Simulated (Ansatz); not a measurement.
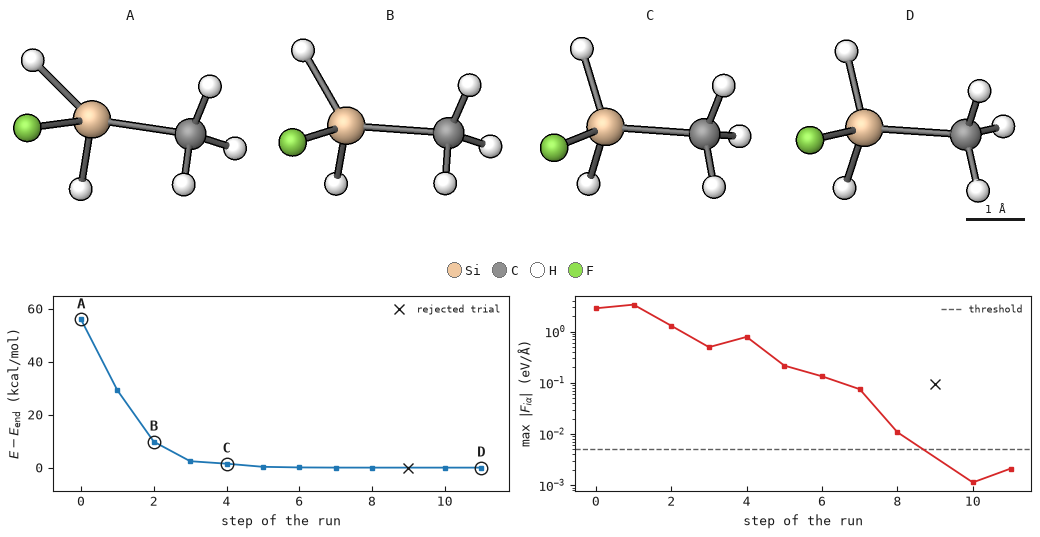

Frames of a relaxation of CH$_{5}$FSi (started from a transition state, displaced along its imaginary mode), marked on the history of the run. The picture is a ball-and-stick view, seen from a free direction.

Theory: RKS PBE0-D4/def2-TZVP in Ansatz.

Input
```yaml
crystal:
  periodic: [false, false, false]
  atoms:
    - {symbol: Si, position_ang: [-0.844910, 0.143548, -0.228663]}
    - {symbol: C, position_ang: [0.808948, -0.636629, 0.213065]}
    - {symbol: H, position_ang: [-1.311214, 0.798223, -1.487462]}
    - {symbol: F, position_ang: [-0.531909, 1.835443, -0.589221]}
    - {symbol: H, position_ang: [-1.600117, 0.107395, 1.081225]}
    - {symbol: H, position_ang: [1.464438, -0.758734, -0.645710]}
    - {symbol: H, position_ang: [0.754383, -1.584542, 0.757991]}
    - {symbol: H, position_ang: [1.260481, 0.095495, 0.898775]}
basis:
  gaussian: {orbitals: def2-TZVP}
hamiltonian: {xc: pbe0, dispersion: d4}
relax: {f_tol: 0.005, max_steps: 200}
```

Command:
```bash
ansatz run in.yaml --threads 2 --pin off --events-out ev --progress --plain --max-ram 4352MiB
```

**What happens along the run?**

After 10 accepted moves (11 points after the start) the energy has fallen by 55.9 kcal/mol. The largest force component goes from 2.8 to 0.0021 eV/Å. The line search rejected the trial step at point 9 of the run. The atom that moves furthest after the best rigid fit is H3 (0.87 Å). By element the largest moves are H 0.87 Å, Si 0.32 Å, F 0.28 Å, C 0.11 Å. Some distances before and after: Si1–F4 1.758 → 1.604 Å, Si1–C2 1.881 → 1.853 Å, Si1–H5 1.512 → 1.485 Å, Si1–H3 1.494 → 1.485 Å. Bond angles that change, for instance: H3–Si1–F4 57.4° → 107.3°, C2–Si1–H3 130.9° → 111.5°, H3–Si1–H5 125.8° → 109.7°. Cost: 25 s on 2 threads of Arm Neoverse V1, on a shared host. From step 0 to 2: H3 moves most (0.38 Å), energy −46.1 kcal/mol. From step 2 to 4: H3 moves most (0.39 Å), energy −8.31 kcal/mol. From step 4 to 11: H atoms move most (0.20 Å), energy −1.49 kcal/mol.

```csv
step,"E − E(0), kcal/mol","largest force component, eV/Å",note
0,0.00,2.8382,
1,-26.76,3.3442,
2,-46.13,1.2946,
3,-53.50,0.4948,
4,-54.44,0.7855,
5,-55.62,0.2159,
6,-55.86,0.1335,
7,-55.92,0.0748,
8,-55.93,0.0108,
9,-55.92,0.0950,rejected
10,-55.93,0.0011,
11,-55.93,0.0021,
```
